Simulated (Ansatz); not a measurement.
The figure comes from a scan of Si (diamond): one Si atom of a 2-atom cell moves by u along (1.00, 0.00, 0.00) and v along (0.00, 0.00, 1.00). All values below come from PBEsol (plane waves to 420 eV, PAW, scalar-relativistic; Ansatz, a program for electronic structure). k mesh 9×9×9 (Γ-centred), Fermi-Dirac smearing 0.05 eV. Energies are smeared free energies. As the smearing reaches across the gap at some points, energies and forces of such displacements shift with the k mesh and the smearing. Si was relaxed with its symmetry unable to fall. The PAW data are Ansatz's earlier set. ΔE is measured from the undisplaced structure. Axes are in Å.

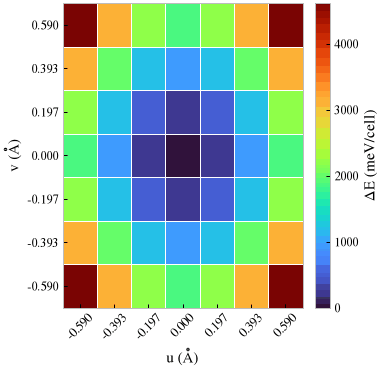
*ΔE (meV/cell), one tile a computed point.*

**Question.** List the plotted points as numbers.

**Answer.** To the nearest 500:

ΔE (meV/cell), with u across and v down:

```
v \ u   -0.590  -0.393  -0.197  0.000  0.197  0.393  0.590
------  ------  ------  ------  -----  -----  -----  -----
-0.590    4500    3000    2000   2000   2000   3000   4500
-0.393    3000    2000    1000   1000   1000   2000   3000
-0.197    2000    1000     500      0    500   1000   2000
0.000     2000    1000       0      0      0   1000   2000
0.197     2000    1000     500      0    500   1000   2000
0.393     3000    2000    1000   1000   1000   2000   3000
0.590     4500    3000    2000   2000   2000   3000   4500
```

(For displaced atoms, the force is minus the slope of the energy, and its curvature is a force constant, which sets phonon frequencies.)
